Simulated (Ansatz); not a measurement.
CH4Si2

```xyz
7

C    -0.9694   -0.8965    0.3082
Si    0.6351   -0.1008    0.3205
Si   -0.3208   -2.2900   -0.4983
H     0.9369    1.0467   -0.5750
H    -1.9433   -0.6035    0.6683
H     1.2936   -1.3453   -0.4171
H     1.4239    0.0311    1.5735
```

Geometry: PBE0-D4/def2-TZVP.

Computed with isolated molecule in a Gaussian basis; Kohn-Sham density functional theory, functional PBE0 in Ansatz 0.2.0.

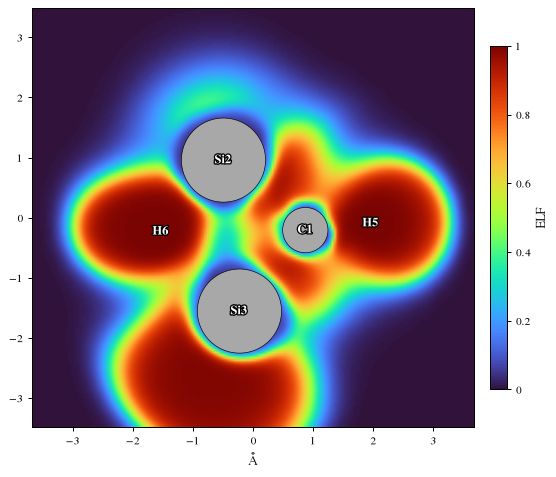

Figure 1. Electron localisation function on the plane of atoms Si2, C1 and Si3. Grey discs cover the atomic cores.

> What do the fields say about this system?

- Atoms in the plane: C, Si and H.
- C–Si (1.74 Å): the ELF peaks at about 0.90 between the atoms: a covalent bond.
- C–H (1.08 Å): the ELF climbs to about 1 towards the hydrogen, as it does in any bond to H (a covalent bond by its length).
- C–Si (1.79 Å): the ELF peaks at about 0.90 between the atoms, as expected for a covalent bond.
- The ELF also peaks beside Si3, away from the bonds: lone-pair regions.

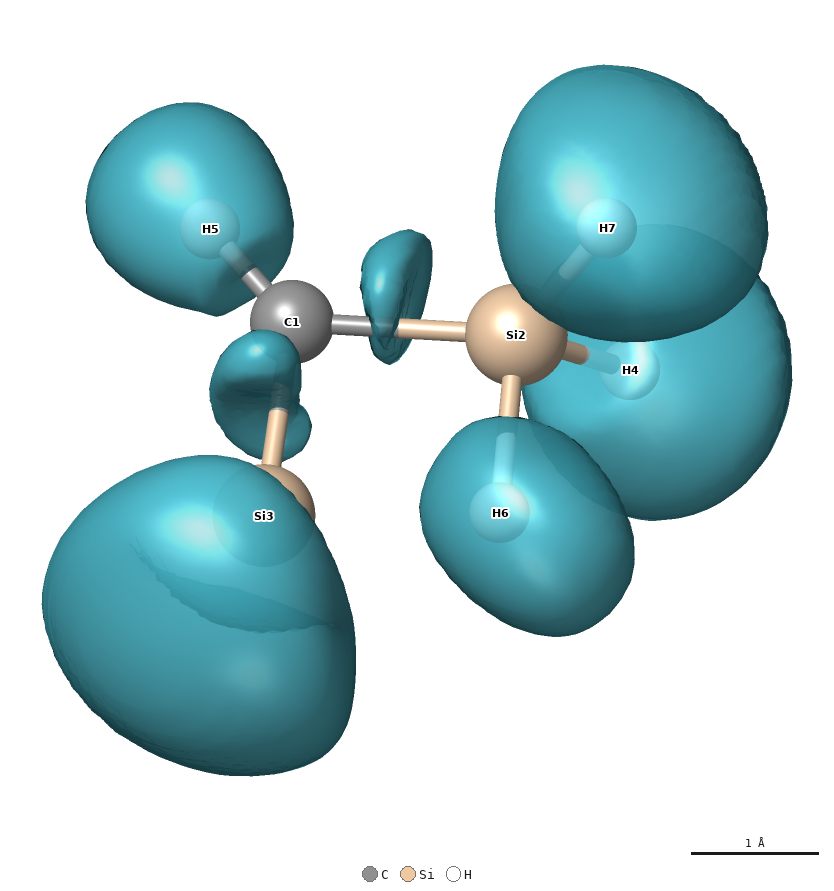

Figure 2. Isosurface of the ELF at 0.85 (cyan), seen at a tilt. Core shells and regions of very low density are left out.

> Where are the electrons localised?

The ELF exceeds this value in two regions between bonded C–Si atoms (shared pairs), four regions around hydrogen nuclei and one lobe on Si, pointing away from the bonds (lone pairs).

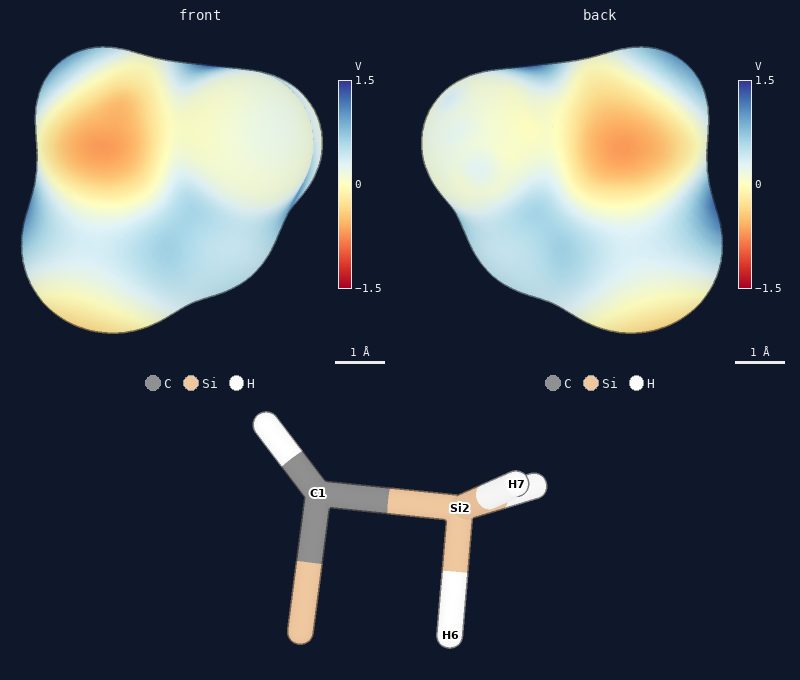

Figure 3. The electrostatic potential painted on the density surface at 0.002 e/bohr³, seen from the front and from behind; red is negative and blue positive. The bare structure is drawn below in the same view.

> Which sites attract a positive test charge, and which a negative one?

A positive charge is drawn to the negative regions and a negative charge to the positive ones. The most negative region (about −0.7 V) lies over C1 and Si3, the most positive (about +1.4 V) over Si2.

> What dipole moment does the calculation give?

Its dipole moment is 0.42 D.
